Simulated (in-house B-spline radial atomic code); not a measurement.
# Rb⁺: excited configurations

Wanted: excitation energies of Rb⁺ as differences of total energies (ΔSCF).

The numbers are computed with in-house B-spline radial atomic code version 1 (Dirac-Hartree-Fock, average of configuration, Fermi nucleus, basis-set limit), except any that are marked as measured or tabulated.

### Step 1. The atom as given

| Quantity | Value |
| --- | --- |
| element | rubidium (Z = 37) |
| charge | +1 |
| electrons | 36 |
| configuration | [Ar] 3d10 4s2 4p6 |
| Hamiltonian | Dirac-Coulomb |
| nucleus | Fermi, rms radius 4.204 fm |

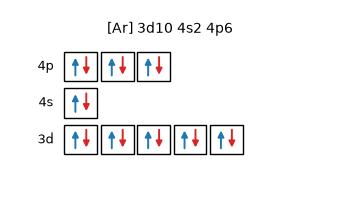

Occupation of the outer shells (arrows by Hund's rule).

Settings, as recorded:

```ini
Z = 37
electrons = 36.0
configuration = [Ar] 3d10 4s2 4p6
hamiltonian = dirac
method = hf
spin_polarised = False
nucleus = fermi
rms_radius = 4.2036
mass_number = 85
atomic_mass = 84.91178973604
speed_of_light = 137.035999084
```

This reference run was done before. Its total energy is -2979.665834 hartree, and its levels are (the highest eight at most):

```
orbital  occupation  energy (eV)  <r> (bohr)
  3s1/2           2      -347.31      0.5073
  3p1/2           2      -272.72      0.5094
  3p3/2           4      -263.10      0.5192
  3d3/2           4      -132.78      0.5208
  3d5/2           6      -131.15      0.5244
  4s1/2           2      -48.086       1.473
  4p1/2           2      -28.130       1.696
  4p3/2           4      -27.147       1.730
```

### Step 2. Configuration [Ar] 3d10 4s2 4p5 5g1

Settings, as recorded:

```ini
Z = 37
electrons = 36.0
configuration = [Ar] 3d10 4s2 4p5 5g1
hamiltonian = dirac
method = hf
spin_polarised = False
nucleus = fermi
rms_radius = 4.2036
mass_number = 85
atomic_mass = 84.91178973604
speed_of_light = 137.035999084
```

### Step 3. Configuration [Ar] 3d10 4s1 4p6 6f1

The settings differ from step 2 so:

```diff
@@ -2,3 +2,3 @@
 electrons = 36.0
-configuration = [Ar] 3d10 4s2 4p5 5g1
+configuration = [Ar] 3d10 4s1 4p6 6f1
 hamiltonian = dirac
```

### Step 4. Run with [Ar] 3d10 4s1 4p6 7s1

The settings differ from step 3 so:

```diff
@@ -2,3 +2,3 @@
 electrons = 36.0
-configuration = [Ar] 3d10 4s1 4p6 6f1
+configuration = [Ar] 3d10 4s1 4p6 7s1
 hamiltonian = dirac
```

### Step 5. Run with [Ar] 3d10 4s2 4p5 5s1

The settings differ from step 4 so:

```diff
@@ -2,3 +2,3 @@
 electrons = 36.0
-configuration = [Ar] 3d10 4s1 4p6 7s1
+configuration = [Ar] 3d10 4s2 4p5 5s1
 hamiltonian = dirac
```

### Step 6. Configuration [Ar] 3d10 4s2 4p5 8p1

The settings differ from step 5 so:

```diff
@@ -2,3 +2,3 @@
 electrons = 36.0
-configuration = [Ar] 3d10 4s2 4p5 5s1
+configuration = [Ar] 3d10 4s2 4p5 8p1
 hamiltonian = dirac
```

### Step 7. [Ar] 3d10 4s1 4p6 7p1

The settings differ from step 6 so:

```diff
@@ -2,3 +2,3 @@
 electrons = 36.0
-configuration = [Ar] 3d10 4s2 4p5 8p1
+configuration = [Ar] 3d10 4s1 4p6 7p1
 hamiltonian = dirac
```

**Question.** How far above the reference does each configuration lie (order and size, in eV)?

The runs gave:

| net move | configuration | energy above the reference (eV) | with Breit, QED, recoil (eV) | largest <r> (bohr) |
| --- | --- | --- | --- | --- |
| 4p → 5s | [Ar] 3d10 4s2 4p5 5s1 | 16.517 | 16.513 | 4.21 |
| 4p → 5g | [Ar] 3d10 4s2 4p5 5g1 | 24.401 | 24.393 | 13.7 |
| 4p → 8p | [Ar] 3d10 4s2 4p5 8p1 | 24.938 | 24.930 | 24.5 |
| 4s → 7s | [Ar] 3d10 4s1 4p6 7s1 | 44.125 | 44.088 | 14.3 |
| 4s → 7p | [Ar] 3d10 4s1 4p6 7p1 | 44.570 | 44.533 | 16.6 |
| 4s → 6f | [Ar] 3d10 4s1 4p6 6f1 | 45.466 | 45.428 | 23.8 |

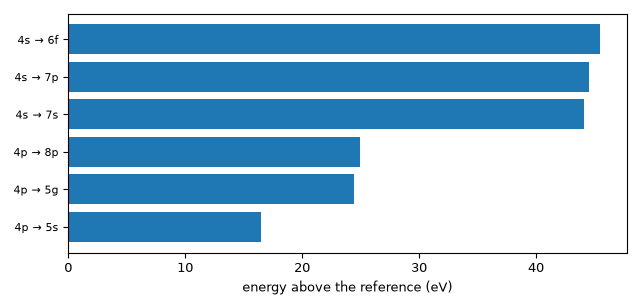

Energy of each configuration above the reference.

Quantum defects of the promoted electron, δ = n − ζ/√(−2ε) with ζ = 2 and ε its orbital energy in hartree:

| promotion | δ |
| --- | --- |
| 4p → 5s | 2.677 |
| 4p → 5g | 0.000 |
| 4p → 8p | 2.240 |
| 4s → 7s | 2.692 |
| 4s → 7p | 2.255 |
| 4s → 6f | 0.020 |

**Reading.** The energies run from 16.517 eV (4p → 5s) to 45.466 eV (4s → 6f). 3 of them lie more than 2 % above the ionisation threshold that Koopmans' theorem gives (27.147 eV), where such states can decay by emitting an electron. Of those tabulated, the defect is largest for 7s (2.69) and least for 5g (0.00): low angular momentum penetrates the core, high angular momentum stays outside it. Two partly filled shells share a symmetry and can mix in the average, which may lower the energy, for: 4p → 8p; 4s → 7s. These are averages over configurations, without correlation, not spectroscopic levels.
